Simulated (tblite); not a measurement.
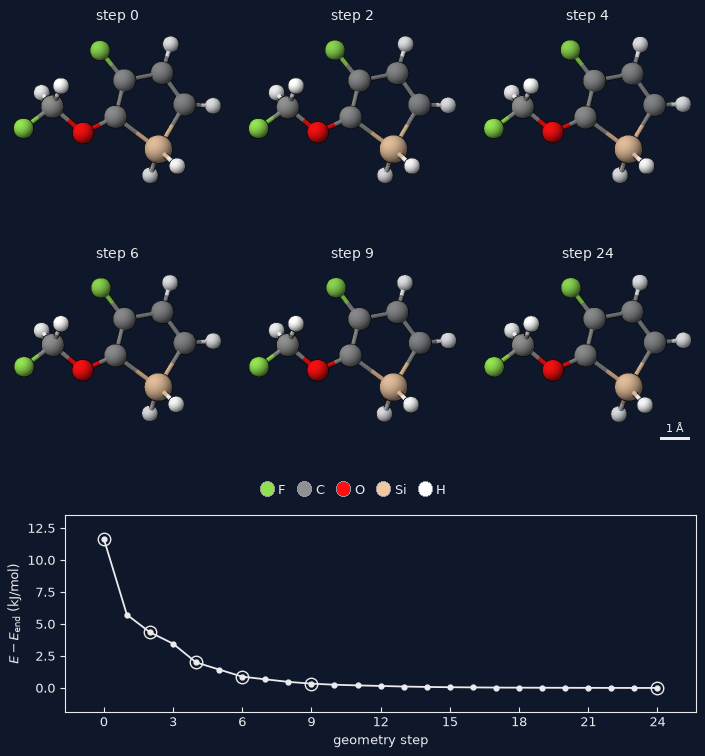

Frames of a relaxation of C₅H₆F₂OSi, marked on the history of the run. The picture is a ball-and-stick view, seen at a tilt.

All numbers below come from GFN2-xTB geometry optimisation, gas phase in tblite 0.8.0. 

Question: Describe the path.

Answer: The largest move after the best rigid fit is that of an H atom, 0.13 Å. Largest moves by element: H 0.13 Å, F 0.04 Å, C 0.03 Å, O 0.02 Å, Si 0.01 Å. Some distances before and after: C–O 1.441 → 1.394 Å, C–H 1.079 → 1.101 Å, H–Si 1.480 → 1.460 Å, C–F 1.351 → 1.366 Å. Bond angles that change, for instance: Si–C–H 121.3° → 128.7°, C–C–H 127.9° → 121.8°, C–Si–H 111.1° → 114.7°. The energy falls by 11.7 kJ/mol in 24 geometry steps. The run took 0.11 s on 1 thread of AMD EPYC 9R45 (shared host). From step 0 to 2: the O atom moves most (0.03 Å), energy −7.32 kJ/mol. From step 2 to 4: an H atom moves most (0.04 Å), energy −2.36 kJ/mol. From step 4 to 6: an H atom moves most (0.04 Å), energy −1.11 kJ/mol. From step 6 to 9: an H atom moves most (0.02 Å), energy −0.55 kJ/mol. From step 9 to 24: an H atom moves most (0.03 Å), energy −0.34 kJ/mol.

```csv
step,"E − E(0), kJ/mol"
0,0.00
1,-5.95
2,-7.32
3,-8.21
4,-9.68
5,-10.24
6,-10.79
7,-11.00
8,-11.20
9,-11.34
10,-11.42
11,-11.47
12,-11.52
13,-11.56
14,-11.60
15,-11.62
16,-11.63
17,-11.65
18,-11.65
19,-11.66
20,-11.66
21,-11.67
22,-11.67
23,-11.67
24,-11.67
```
